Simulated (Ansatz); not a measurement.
# BFH$_{7}$NSi$_{2}$ (SMILES BN([SiH3])[SiH2]F): what the fields show

The calculation's input:

```
crystal:
  periodic: [false, false, false]
  atoms:
    - {symbol: B, position_ang: [-0.411480, -1.516427, -2.109245]}
    - {symbol: F, position_ang: [1.540711, -2.873492, 1.104667]}
    - {symbol: "N", position_ang: [0.257504, -1.508337, -0.859926]}
    - {symbol: Si, position_ang: [0.542316, -0.036286, 0.117254]}
    - {symbol: Si, position_ang: [0.795199, -3.114461, -0.340012]}
    - {symbol: H, position_ang: [-0.546772, -2.590558, -2.684721]}
    - {symbol: H, position_ang: [-0.844365, -0.493322, -2.606149]}
    - {symbol: H, position_ang: [-0.050294, 1.114936, -0.637248]}
    - {symbol: H, position_ang: [-0.116770, -0.178194, 1.458666]}
    - {symbol: H, position_ang: [2.016291, 0.169544, 0.314597]}
    - {symbol: H, position_ang: [1.796686, -3.684444, -1.293898]}
    - {symbol: H, position_ang: [-0.367533, -4.029415, -0.117977]}
basis:
  gaussian: {orbitals: def2-SVPD}
total_charge: 0
hamiltonian: {xc: {name: PBE0}}
output: {forces: true, orbitals: {seedname: orbitals}}
```

Launched as:

```sh
ansatz run input.yaml --threads 2 --pin off --max-ram 5220MiB --events-out events.jsonl --progress --plain --runs-dir runs
```

Geometry: PBE-D3(BJ)/def2-SVP.

Level of theory: isolated molecule in a Gaussian basis; Kohn-Sham density functional theory, functional PBE0 (Ansatz).

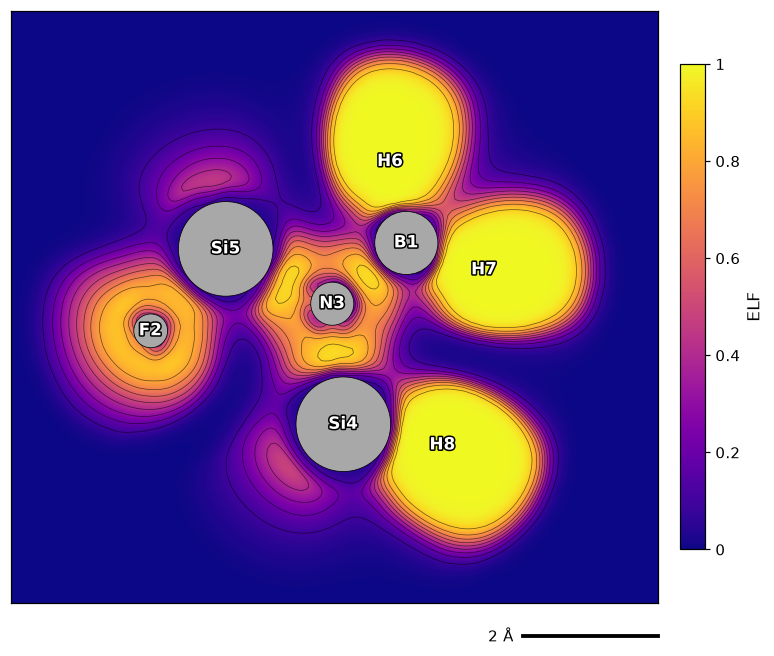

Figure 1. Electron localisation function on the plane of atoms N3, B1 and H7. Grey discs cover the atomic cores.

> Interpret the plot.

- Atoms in the plane: B, F, N, Si and H.
- B–N (1.42 Å): the ELF peaks at about 0.95 between the atoms; a polar covalent bond.
- Si–F (1.64 Å): the ELF peaks at about 0.85 in the valence shell of F, 0.6 Å from its nucleus, and is about 0.45 at the midpoint.
- Si–N (1.77 Å): the ELF peaks at about 0.90 between the atoms (a shared but strongly polarised pair).
- B–H (1.22 Å): the ELF climbs to about 1 towards the hydrogen, as it does in any bond to H; a covalent bond by its length.
- Si–H (1.50 Å): the ELF climbs to about 1 towards the hydrogen.
- The ELF also peaks beside F2, away from the bonds: lone-pair regions.

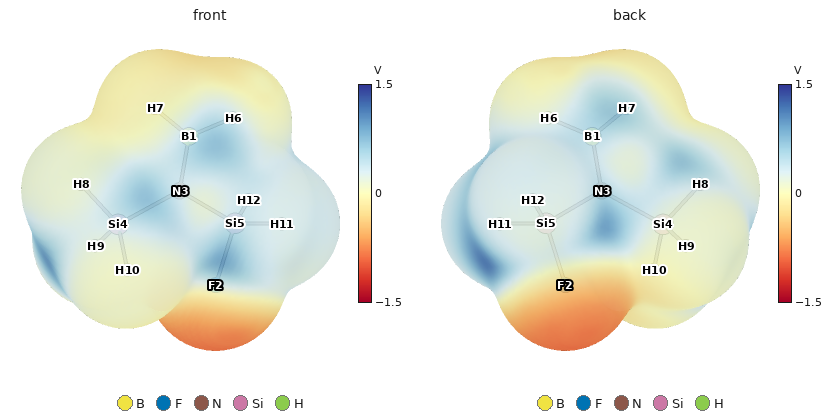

Figure 2. The electrostatic potential painted on the density surface at 0.001 e/bohr³, seen from the front and from behind; the colour scale runs from red (negative) to blue (positive).

> Which sites attract a positive test charge, and which a negative one?

A positive charge is drawn to the negative regions and a negative charge to the positive ones. The most negative region (about −0.8 V) lies over F2, the most positive (about +1.0 V) over Si4 and Si5.

> How polar is the molecule by this calculation?

Its dipole moment is 0.52 D.

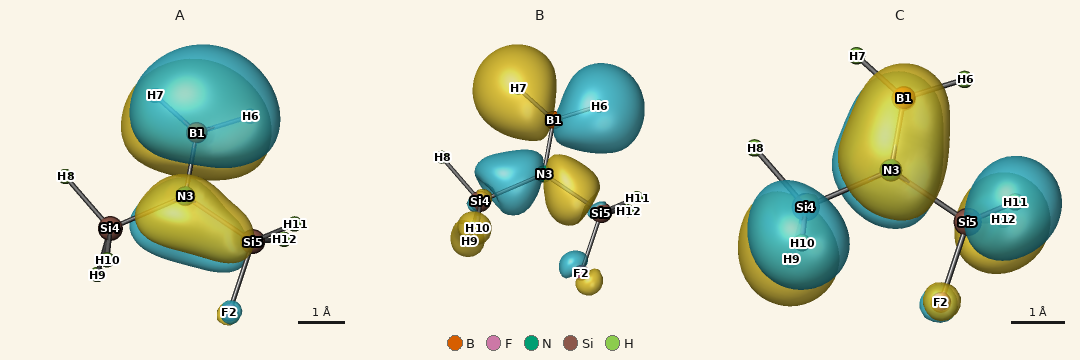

Figure 3. Three frontier orbitals at ±0.08 Å⁻³ᐟ² (yellow and cyan are the two phases), in no order.

> Which picture is the HOMO−1, the HOMO and the LUMO?

B is the HOMO−1 (−9.02 eV). By Hirshfeld shares it lies mainly on B1 (about 30 %), H7 (about 20 %), H6 (about 20 %) and N3 (about 15 %). C is the HOMO (−8.56 eV). By Hirshfeld shares it lies mainly on N3 (about 35 %), Si4 (about 10 %), B1 (about 10 %), Si5 (about 10 %), H10 (about 10 %) and H9 (about 10 %). A is the LUMO (−0.77 eV). By Hirshfeld shares it lies mainly on B1 (about 55 %), N3 (about 15 %), H6 (about 10 %), H7 (about 10 %) and Si5 (about 5 %).

> What is the HOMO–LUMO gap?

7.79 eV between the orbital energies.
